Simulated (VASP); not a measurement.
Band structure of PtSe2 (1T layered). These are PBE GGA, VASP's PBE PAW potentials (set 64) (plane waves; VASP 6.6.1) values and carry that method's errors.

Without a dispersion term in the relaxation, distances and binding between the weakly bound layers, chains or molecules are unreliable, and so is what depends on them. Unless said otherwise, spin-orbit coupling is left out, though it shifts the bands of the heavy elements here.

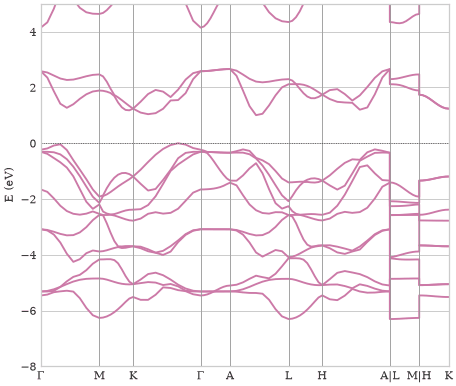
Figure: Bands along high-symmetry lines, zero at the valence-band maximum or, without a gap, the Fermi level

Problem. Read the plot: is there a gap, and where are the band edges?

Solution. The gap is indirect, 1.01 eV, from the valence maximum at K-Γ at 0.67 to the conduction minimum at A-L at 0.44. (Edges off the drawn lines would not show.)

The compound is PtSe2 in the 1T layered structure. It was relaxed first, which changed the volume by +28 %.
